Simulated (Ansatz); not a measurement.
# LiCaCl3: complex band structure, part 2 of 4

Wanted: the relaxed cell of LiCaCl3, its band edges and its decay constants. It is built by putting Li for Rb in the RbCaCl3 structure of space group Cm, with the volume rescaled by atomic radii. The parent structure comes from the Materials Project.

Ansatz 0.2.0; PBE DFT, plane waves, PAW files (the session's first sound run).

So far. Step 2 (Relaxing the new crystal): The largest force component on a free atom ends at 0.0016 eV/Å.

The structure was built from a prototype and need not be the compound's stable phase.

## Step 3: Band edges

The energy window and the wavevectors of the next steps follow from the band edges, so these are searched first, off the mesh as well.

input.yaml reads:

```yaml
crystal:
  lattice:
    - [3.9784289064, -3.7636274423, -0.1517808176]
    - [3.9784289064, 3.7636274423, -0.1517808176]
    - [-0.2157801841, 0.0, 5.4740147174]
  atoms:
    - { symbol: Li, position: [0.1664472973, 0.1664472973, -0.152135513] }
    - { symbol: Ca, position: [0.48199165, 0.48199165, 0.5323563077] }
    - { symbol: Cl, position: [-0.0242355395, 0.4418271621, 0.5724430518] }
    - { symbol: Cl, position: [0.4418759401, 0.4418759401, 0.0385211016] }
    - { symbol: Cl, position: [0.4418271621, -0.0242355395, 0.5724430518] }
kpoints:
  mp_grid: { grid: [6, 6, 6] }
  band_path: { path: [VBM, CBM], npoints: 30 }
scf:
  occupations: { method: fixed }
hamiltonian:
  xc: pbe
output:
  eigenvalues: true
  write_potential: true
  write_density: true
  volumetric_format: npy
```

Command:

```sh
$ ansatz run input.yaml --threads 2 --pin off --max-ram 4096MiB --backend cpu --events-out ev --progress --plain --runs-dir out
```

Numbers of over 12 decimals in the logs are rounded to 6 here.

What it wrote:

```text
[...]
Crystal: 5 atoms, lattice volume = 163.682 Å³
Basis set: ecut = 420 eV, 3233 PW (Γ)
Bands: 22, of which v1, the nominal top of the filled ones, is band 17 counted from 1 (16 counted from 0)
Symmetry: 2 space group operations
[...]
k-points: 68 of 216 (time reversal used)
[...]
SCF iter   1: F=—  HF=-5270.389287 eV  |F-HF|=—  |Δ(HF+E_count)|=         —  Δρ=6.83e-4  dr2=1.31e-3  ethr=1.77e-3  ⟨swp⟩=6.1  Hψ=7281  notcnv=0  defer=150
[...]
SCF iter   6: F=-5270.388954 eV  HF=-5270.388954 eV  |F-HF|=1.79e-8  |Δ(HF+E_count)|=   3.04e-7  Δρ=1.62e-6  dr2=7.11e-9  ethr=2.94e-10  ⟨swp⟩=13.3  Hψ=8023  notcnv=0
SCF 1 converged in 6 iterations: F = -5270.388954 eV  dr2 = 7.11e-9
[...]
NSCF: frozen V_eff on 68 k-points
[...]
WARN: The input density's exchange-correlation potential varies sharply where the density is thin. Do not read a vacuum level from v_tot or v_xc, or from such a field of the output density. On a cell that repeats whose density bears no net charge and no dipole along the vacuum's axis use v_es (v_loc + v_h of the components); under efield.dipole_correction with no amplitude use v_es + v_field, which holds any external [...]
SCF converged after 6 iterations
Free energy (F): -5270.388954 eV
[...]
Internal energy: -5270.388954 eV  (E = F + TS)
E sigma→0 (E₀):  -5270.388954 eV
Fermi energy:    -0.522158 eV
[...]
--- Band table (eV; the first three rows and the last of 68) ---
  k-point 0: bands = [... 13 lower, -1.2403, -0.9297, -0.9295, -0.8450, 4.3854, 5.1339, 5.1653, 5.1656, ... 1 higher]
  k-point 1: bands = [... 13 lower, -1.3215, -1.0297, -0.9767, -0.8713, 4.5949, 5.1618, 5.2382, 5.3343, ... 1 higher]
  k-point 2: bands = [... 13 lower, -1.5225, -1.1234, -1.1086, -0.8913, 5.0252, 5.2616, 5.5557, 5.7101, ... 1 higher]
  k-point 67: bands = [... 13 lower, -1.9054, -0.8462, -0.8461, -0.5222, 5.6251, 6.3869, 6.3873, 6.4264, ... 1 higher]
```

The job ended after 28 s (2 threads of Arm Neoverse V2, shared host; peak memory 0.47 GiB; 56 s of CPU time).

This step gave:

```
free energy         : -5270.3890 eV
Fermi energy        : -0.5222 eV
gap on the k-mesh   : 4.908 eV
gap on path         : 4.908 eV, by band count; negative where bands overlap
direct gap on path  : 5.230 eV
edge places on path : 0, 1.014 1/A along the path
```

The electronic bands at the labelled points (eV, zero at the Fermi level (highest filled level under fixed occupations); v1 is the highest filled band, c1 the lowest empty one):

```csv
point,v4,v3,v2,v1,c1,c2,c3,c4
VBM,-1.38,-0.32,-0.32,0.00,6.15,6.91,6.91,6.95
CBM,-0.72,-0.41,-0.41,-0.32,4.91,5.66,5.69,5.69
```

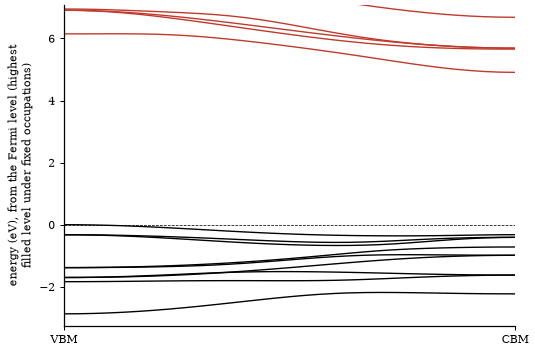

Electronic bands along the path; lines of filled and empty bands in two colours.

The searched edges give 4.91 eV, as on the mesh.

## Step 4: Decaying states in the gap, plane (001), k-mesh 4×4×4

This step: PBE DFT, plane waves, PAW files; complex bands by layer matching along the plane's normal (Ansatz 0.2.0).

The same crystal is laid in a cell whose first two vectors span the (001) plane (indices of the standard conventional cell, whose axes can be ordered otherwise than in the bulk input). At fixed energy and wavevector in the plane the solver finds all kz, real and complex. A few wavevectors are listed, (0, 0), (-0.5, -0.5) and (0.5, 0) in units of the plane's reciprocal vectors; the slowest state needn't be among them.

input.yaml reads:

```yaml
crystal:
  lattice:
    - [5.478670049, 0.0, 0.0]
    - [0.307746669, 5.47001988, 0.0]
    - [-0.308344276, -0.291484247, 5.461809128]
  atoms:
    - { symbol: Li, position: [0.1664472973, 0.1664472973, 0.847864487] }
    - { symbol: Ca, position: [0.48199165, 0.48199165, 0.5323563077] }
    - { symbol: Cl, position: [0.9757644605, 0.4418271621, 0.5724430518] }
    - { symbol: Cl, position: [0.4418759401, 0.4418759401, 0.0385211016] }
    - { symbol: Cl, position: [0.4418271621, 0.9757644605, 0.5724430518] }
kpoints:
  mp_grid: { grid: [4, 4, 4] }
scf:
  occupations: { method: fixed }
hamiltonian:
  xc: pbe
output:
  eigenvalues: true
  transmission:
    leads: [[0, 0]]
    kpoints: [[0.0, 0.0], [-0.5, -0.5], [0.5, 0.0]]
    e_range: [-1.0, 5.91]
    de: 0.17
```

What it wrote:

```text
[...]
Crystal: 5 atoms, lattice volume = 163.682 Å³
Basis set: ecut = 420 eV, 3233 PW (Γ)
Bands: 22, of which v1, the nominal top of the filled ones, is band 17 counted from 1 (16 counted from 0)
Symmetry: 2 space group operations
[...]
k-points: 24 of 64 (time reversal used)
[...]
SCF iter   1: F=—  HF=-5270.389203 eV  |F-HF|=—  |Δ(HF+E_count)|=         —  Δρ=6.83e-4  dr2=1.31e-3  ethr=1.77e-3  ⟨swp⟩=6.1  Hψ=2572  notcnv=0  defer=59
[...]
SCF iter   6: F=-5270.388883 eV  HF=-5270.388883 eV  |F-HF|=1.81e-8  |Δ(HF+E_count)|=   3.12e-7  Δρ=1.62e-6  dr2=7.15e-9  ethr=2.94e-10  ⟨swp⟩=13.5  Hψ=2842  notcnv=0
SCF 1 converged in 6 iterations: F = -5270.388883 eV  dr2 = 7.15e-9
[...]
transmission: 9 of 27 steps passed
transmission: 18 of 27 steps passed
transmission: 27 of 27 steps passed
SCF converged after 6 iterations
Free energy (F): -5270.388883 eV
[...]
Internal energy: -5270.388883 eV  (E = F + TS)
E sigma→0 (E₀):  -5270.388883 eV
Fermi energy:    -0.522127 eV
[...]
--- Band table (eV; the first three rows and the last of 24) ---
  k-point 0: bands = [... 13 lower, -1.2403, -0.9297, -0.9295, -0.8450, 4.3854, 5.1339, 5.1652, 5.1655, ... 1 higher]
  k-point 1: bands = [... 13 lower, -1.4270, -1.0886, -1.0389, -0.8839, 4.8117, 5.1912, 5.3720, 5.5145, ... 1 higher]
  k-point 2: bands = [... 13 lower, -1.5794, -1.1840, -1.1463, -0.8964, 5.1398, 5.5563, 5.8312, 5.9299, ... 1 higher]
  k-point 23: bands = [... 13 lower, -1.9054, -0.8462, -0.8461, -0.5221, 5.6251, 6.3869, 6.3873, 6.4264, ... 1 higher]
--- Transmission ---
  basis      : 265 plane waves across, 9 finite elements along
  points     : 3, as listed
  energies   : 41 from -1.000000 to 5.800000 eV about the Fermi level, 0.170000 eV apart; the leads are filled to 2.453764 eV, and channels, transmission and decay are at 2.400000 eV
  crystal 0  : Ca1Cl3Li1, at the sites [0, 0], period 5.4618 Å: whole cells are its period
    offset         : up to 0.0000 Å between an atom of the period and one for which it stands
    channels       : 0.000000e0 a spin
    conductance    : none, the energies end too early or step too widely for 300 K: set another output.transmission.e_range or a lower de, or, where they end at an eighth of basis.ecutwfc, a higher one
    slowest decay  : 0.4082 /Å at (0.0000, 0.0000)
```

It took 51 s on 2 threads; peak memory 0.74 GiB; 82 s of CPU time.

This step gave:

- free energy: -5270.3889 eV
- Fermi energy: -0.5221 eV
- level to which the leads are filled: 2.454 eV from the Fermi level
- decay constant at the filling level, zone centre: 0.4082 Å⁻¹
- decay constant at the filling level, slowest listed point: 0.4082 Å⁻¹

K parallel (0, 0); values up to 1.5 1/Å, a degenerate pair printed once or twice; energies at which all values exceed this have no row. Table of Im kz of the slowest decaying states by energy, zero at the highest filled level on the SCF mesh:

```csv
energy (eV),decay 1 (Å⁻¹),decay 2 (Å⁻¹),decay 3 (Å⁻¹),decay 4 (Å⁻¹)
-1.000,0.312,0.442,0.978,1.06
-0.490,0.445,0.648,0.980,1.48
0.020,0.267,0.369,0.549,0.590
0.530,0.342,0.490,0.586,0.655
1.040,0.380,0.545,0.599,0.681
1.550,0.401,0.571,0.597,0.690
2.060,0.409,0.578,0.585,0.689
2.570,0.406,0.562,0.570,0.681
3.080,0.393,0.532,0.551,0.666
3.420,0.376,0.507,0.531,0.654
3.930,0.333,0.462,0.490,0.631
4.440,0.252,0.407,0.433,0.602
4.950,0.336,0.351,0.568,0.780
5.460,0.208,0.227,0.526,0.528
```

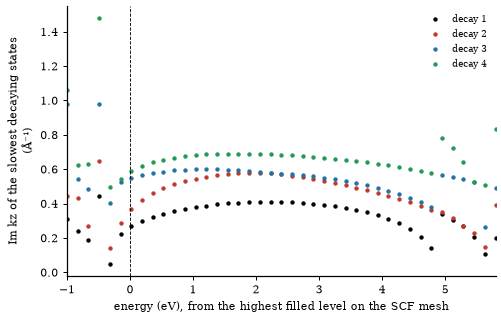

Im kz of the slowest decaying states against energy.

K parallel (-0.5, -0.5); values up to 1.5 1/Å, a degenerate pair printed once or twice; energies at which all values exceed this have no row. Im kz of the slowest decaying states against energy, zero at the highest filled level on the SCF mesh:

```csv
energy (eV),decay 1 (Å⁻¹),decay 2 (Å⁻¹),decay 3 (Å⁻¹),decay 4 (Å⁻¹)
-1.000,0.078,0.178,0.817,0.982
-0.490,0.363,0.890,1.00,1.02
0.020,0.104,0.340,0.428,0.927
0.530,0.463,0.467,0.525,0.909
1.040,0.482,0.696,0.740,0.796
1.550,0.493,0.739,0.752,0.884
2.060,0.497,0.730,0.747,0.861
2.570,0.495,0.712,0.734,0.831
3.080,0.488,0.687,0.713,0.793
3.420,0.482,0.666,0.695,0.764
3.930,0.469,0.628,0.662,0.714
4.440,0.454,0.579,0.622,0.654
4.950,0.444,0.513,0.571,0.579
5.460,0.410,0.461,0.480,0.504
```

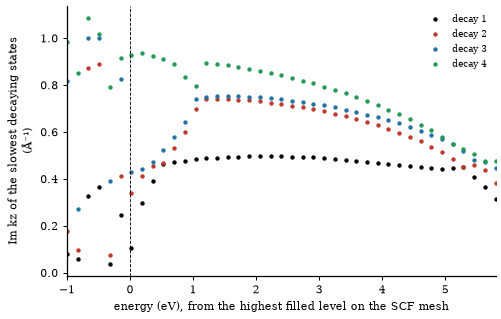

Im kz of the slowest decaying states against energy.

K parallel (0.5, 0); values up to 1.5 1/Å, a degenerate pair printed once or twice; energies at which all values exceed this have no row. Table of Im kz of the slowest decaying states by energy, zero at the highest filled level on the SCF mesh:

```csv
energy (eV),decay 1 (Å⁻¹),decay 2 (Å⁻¹),decay 3 (Å⁻¹),decay 4 (Å⁻¹)
-1.000,0.290,0.512,0.726,0.759
-0.490,0.122,0.286,0.508,0.811
0.020,0.283,0.315,0.518,0.548
0.530,0.392,0.517,0.587,0.951
1.040,0.429,0.612,0.747,0.987
1.550,0.449,0.619,0.747,0.998
2.060,0.460,0.614,0.738,0.993
2.570,0.464,0.598,0.721,0.980
3.080,0.465,0.572,0.696,0.961
3.420,0.466,0.548,0.676,0.946
3.930,0.480,0.508,0.638,0.918
4.440,0.424,0.496,0.590,0.887
4.950,0.357,0.460,0.528,0.851
5.460,0.247,0.414,0.438,0.812
```

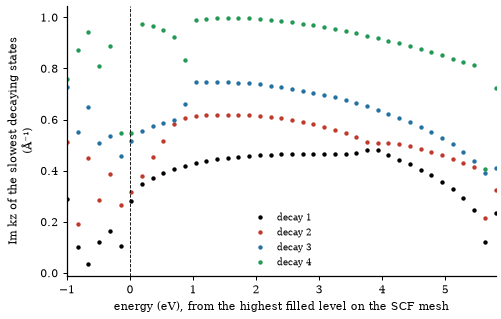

Im kz of the slowest decaying states, plotted against energy.

At the listed wavevectors the last open channel is at -0.15 eV and the next at +4.95 eV on the grid. At +2.40 eV, the grid energy nearest the filling level (the middle of the gap on the SCF mesh), the slowest state at the listed wavevectors decays with κ = 0.408 Å⁻¹, its amplitude falling by e over 2.4 Å. Through 1 nm of this crystal that state's transmission falls by exp(−2 × 0.408 Å⁻¹ × 10 Å) = 2.8e-4.

## Step 5: Decay over the two-dimensional zone

The listed points could miss the slowest state, so one energy near mid-gap is solved on a mesh of 8×8.

Changes to input.yaml since step 4:

```diff
@@ -19,6 +19,2 @@
   eigenvalues: true
-  transmission:
-    leads: [[0, 0]]
-    kpoints: [[0.0, 0.0], [-0.5, -0.5], [0.5, 0.0]]
-    e_range: [-1.0, 5.91]
-    de: 0.17
+  transmission: { leads: [[0, 0]], kmesh: [8, 8], e_range: [2.45, 2.46], de: 0.05 }
```

What it wrote:

```text
[...]
Crystal: 5 atoms, lattice volume = 163.682 Å³
Basis set: ecut = 420 eV, 3233 PW (Γ)
Bands: 22, of which v1, the nominal top of the filled ones, is band 17 counted from 1 (16 counted from 0)
Symmetry: 2 space group operations
[...]
k-points: 24 of 64 (time reversal used)
[...]
SCF iter   1: F=—  HF=-5270.389203 eV  |F-HF|=—  |Δ(HF+E_count)|=         —  Δρ=6.83e-4  dr2=1.31e-3  ethr=1.77e-3  ⟨swp⟩=6.1  Hψ=2572  notcnv=0  defer=59
[...]
SCF iter   6: F=-5270.388883 eV  HF=-5270.388883 eV  |F-HF|=1.81e-8  |Δ(HF+E_count)|=   3.12e-7  Δρ=1.62e-6  dr2=7.15e-9  ethr=2.94e-10  ⟨swp⟩=13.5  Hψ=2842  notcnv=0
SCF 1 converged in 6 iterations: F = -5270.388883 eV  dr2 = 7.15e-9
[...]
transmission: 28 of 147 steps passed
transmission: 56 of 147 steps passed
[...]
transmission: 147 of 147 steps passed
SCF converged after 6 iterations
Free energy (F): -5270.388883 eV
[...]
Internal energy: -5270.388883 eV  (E = F + TS)
E sigma→0 (E₀):  -5270.388883 eV
Fermi energy:    -0.522127 eV
[...]
--- Band table (eV; the first three rows and the last of 24) ---
  k-point 0: bands = [... 13 lower, -1.2403, -0.9297, -0.9295, -0.8450, 4.3854, 5.1339, 5.1652, 5.1655, ... 1 higher]
  k-point 1: bands = [... 13 lower, -1.4270, -1.0886, -1.0389, -0.8839, 4.8117, 5.1912, 5.3720, 5.5145, ... 1 higher]
  k-point 2: bands = [... 13 lower, -1.5794, -1.1840, -1.1463, -0.8964, 5.1398, 5.5563, 5.8312, 5.9299, ... 1 higher]
  k-point 23: bands = [... 13 lower, -1.9054, -0.8462, -0.8461, -0.5221, 5.6251, 6.3869, 6.3873, 6.4264, ... 1 higher]
--- Transmission ---
  basis      : 265 plane waves across, 7 finite elements along
  points     : 21, standing for a mesh of 8 x 8
  energies   : 1 from 2.450000 to 2.450000 eV about the Fermi level; the leads are filled to 2.453764 eV, and channels, transmission and decay are at 2.450000 eV
  crystal 0  : Ca1Cl3Li1, at the sites [0, 0], period 5.4618 Å: whole cells are its period
[...]
channels       : 0.000000e0 a spin
    conductance    : none, crystal 0 has no channel at the energies, or these end too early or step too widely for 300 K: set another output.transmission.e_range or a lower de, or, where they end at an eighth of basis.ecutwfc, a higher one
    slowest decay  : 0.4078 /Å at (0.0000, 0.0000)
```

Wall time 37 s (2 threads); peak memory 0.82 GiB; 74 s of CPU time.

This step gave:

* least decay constant on the mesh: 0.4078 Å⁻¹

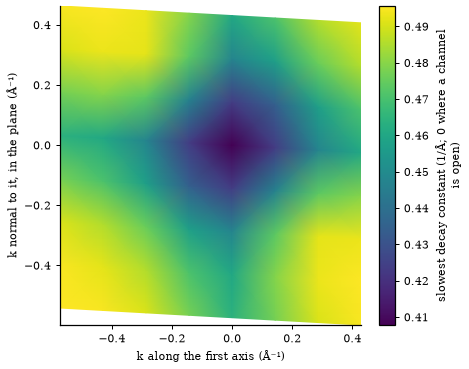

Slowest decay constant (1/Å; 0 where a channel is open) over k1 and k2. At 2.4500 eV from the Fermi level.

The least value on the mesh is 0.408 Å⁻¹ at +2.45 eV. At that energy the listed points give about 0.408 Å⁻¹ by interpolation, so the mesh holds no clearly slower state.

## Step 6: Decaying states in the gap, plane (100), k-mesh 6×6×6

The same for the (100) plane, at (0, 0) and (-0.5, 0), to see how the decay depends on direction.

input.yaml reads:

```yaml
crystal:
  lattice:
    - [5.478265986, 0.0, 0.0]
    - [0.0, 7.527254885, 0.0]
    - [-0.308367019, 3.763627442, 3.969363143]
  atoms:
    - { symbol: Li, position: [0.847864487, 0.8335527027, 0.3328945946] }
    - { symbol: Ca, position: [0.5323563077, 0.51800835, 0.9639833] }
    - { symbol: Cl, position: [0.5724430518, 0.5581728379, 0.4175916226] }
    - { symbol: Cl, position: [0.0385211016, 0.5581240599, 0.8837518802] }
    - { symbol: Cl, position: [0.5724430518, 0.0242355395, 0.4175916226] }
kpoints:
  mp_grid: { grid: [6, 6, 6] }
scf:
  occupations: { method: fixed }
hamiltonian:
  xc: pbe
output:
  eigenvalues: true
  transmission:
    leads: [[0, 0]]
    kpoints: [[0.0, 0.0], [-0.5, 0.0]]
    e_range: [-1.0, 5.91]
    de: 0.12
```

What it wrote:

```text
[...]
Crystal: 5 atoms, lattice volume = 163.682 Å³
Basis set: ecut = 420 eV, 3233 PW (Γ)
Bands: 22, of which v1, the nominal top of the filled ones, is band 17 counted from 1 (16 counted from 0)
Symmetry: 2 space group operations
[...]
k-points: 68 of 216 (time reversal used)
[...]
SCF iter   1: F=—  HF=-5270.389114 eV  |F-HF|=—  |Δ(HF+E_count)|=         —  Δρ=6.83e-4  dr2=1.31e-3  ethr=1.77e-3  ⟨swp⟩=6.1  Hψ=7289  notcnv=0  defer=145
[...]
SCF iter   6: F=-5270.388856 eV  HF=-5270.388856 eV  |F-HF|=1.64e-8  |Δ(HF+E_count)|=   2.92e-7  Δρ=1.62e-6  dr2=7.13e-9  ethr=2.94e-10  ⟨swp⟩=13.3  Hψ=7958  notcnv=0
SCF 1 converged in 6 iterations: F = -5270.388856 eV  dr2 = 7.13e-9
[...]
transmission: 6 of 12 steps passed
transmission: 12 of 12 steps passed
SCF converged after 6 iterations
Free energy (F): -5270.388856 eV
[...]
Internal energy: -5270.388856 eV  (E = F + TS)
E sigma→0 (E₀):  -5270.388856 eV
Fermi energy:    -0.522173 eV
[...]
--- Band table (eV; the first three rows and the last of 68) ---
  k-point 0: bands = [... 13 lower, -1.2403, -0.9297, -0.9295, -0.8450, 4.3842, 5.1339, 5.1653, 5.1655, ... 1 higher]
  k-point 1: bands = [... 13 lower, -1.4376, -1.0503, -1.0248, -0.8455, 4.7895, 5.2398, 5.3061, 5.4252, ... 1 higher]
  k-point 2: bands = [... 13 lower, -1.5267, -1.2297, -1.1720, -0.7753, 5.4073, 5.6454, 5.8544, 5.9955, ... 1 higher]
  k-point 67: bands = [... 13 lower, -1.6341, -1.1917, -1.0418, -0.7636, 5.4776, 5.8497, 6.0924, 6.3622, ... 1 higher]
--- Transmission ---
  basis      : 367 plane waves across, 6 finite elements along
  points     : 2, as listed
[...]
crystal 0  : Cl3Ca1Li1, at the sites [0, 0], period 3.9694 Å: whole cells are its period
[...]
channels       : 0.000000e0 a spin
[...]
slowest decay  : 0.4221 /Å at (0.0000, 0.0000)
```

Wall time 97 s (2 threads); peak memory 1.1 GiB.

Numbers from this step:

| Property | Result |
| --- | --- |
| Fermi energy | -0.5222 eV |
| gap on the k-mesh | 4.906 eV |
| level to which the leads are filled | 2.453 eV from the Fermi level |
| decay constant at the filling level, zone centre | 0.4220 Å⁻¹ |
| decay constant at the filling level, slowest listed point | 0.4221 Å⁻¹ |

K parallel (0, 0); values up to 1.5 1/Å, a degenerate pair printed once or twice; energies at which all values exceed this have no row. Im kz of the slowest decaying states against energy, zero at the highest filled level on the SCF mesh:

```csv
energy (eV),decay 1 (Å⁻¹),decay 2 (Å⁻¹),decay 3 (Å⁻¹),decay 4 (Å⁻¹)
-1.000,0.259,0.332,0.639,0.677
-0.520,0.278,0.371,0.434,0.707
-0.040,0.263,0.278,0.400,0.581
0.440,0.356,0.444,0.536,0.652
1.040,0.403,0.528,0.623,0.677
1.520,0.421,0.564,0.671,0.693
2.000,0.427,0.585,0.697,0.703
2.480,0.422,0.597,0.690,0.699
2.960,0.406,0.601,0.672,0.675
3.440,0.377,0.599,0.635,0.641
4.040,0.315,0.572,0.573,0.589
4.520,0.225,0.498,0.507,0.540
5.000,0.395,0.418,0.463,0.558
5.480,0.226,0.270,0.336,0.535
```

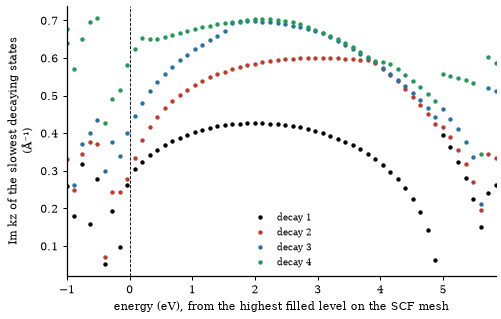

Im kz of the slowest decaying states, plotted against energy.

K parallel (-0.5, 0); values up to 1.5 1/Å, a degenerate pair printed once or twice; energies at which all values exceed this have no row. The Im kz of the slowest decaying states by energy, zero at the highest filled level on the SCF mesh:

```csv
energy (eV),decay 1 (Å⁻¹),decay 2 (Å⁻¹),decay 3 (Å⁻¹),decay 4 (Å⁻¹)
-1.000,0.136,0.335,0.578,1.03
-0.520,0.159,0.256,0.622,1.09
-0.040,0.320,0.363,0.390,0.500
0.440,0.389,0.417,0.592,0.603
1.040,0.435,0.512,0.649,0.687
1.520,0.455,0.549,0.672,0.690
2.000,0.464,0.572,0.683,0.687
2.480,0.465,0.583,0.680,0.684
2.960,0.458,0.587,0.670,0.676
3.440,0.445,0.585,0.659,0.662
4.040,0.416,0.575,0.635,0.663
4.520,0.382,0.561,0.599,0.607
5.000,0.330,0.518,0.534,0.542
5.480,0.214,0.413,0.435,0.518
```

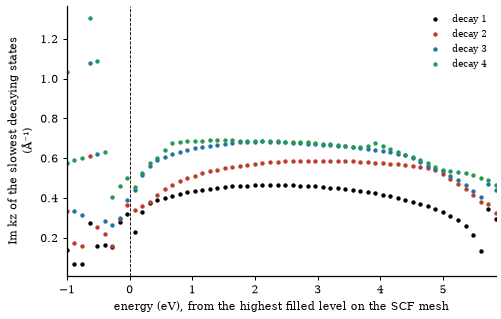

Im kz of the slowest decaying states against energy.

At the listed wavevectors the last open channel is at -0.04 eV and the next at +5.00 eV on the grid. At +2.48 eV, the grid energy nearest the filling level (the middle of the gap on the SCF mesh), the slowest state at the listed wavevectors decays with κ = 0.422 Å⁻¹, its amplitude falling by e over 2.4 Å; the first such run, plane (001), gave 0.408 Å⁻¹.

(Continued in part 3 of 4.)

[Logs are printed without paths, hosts, clocks, repeated set-up lines and the standing remarks that a program may print on its own settings, such as how far it seeks lower states.]

[Hosts, paths, dates, database ids (printed as entryN), source tags and the programs' standing remarks are cut or masked in the printed files.]
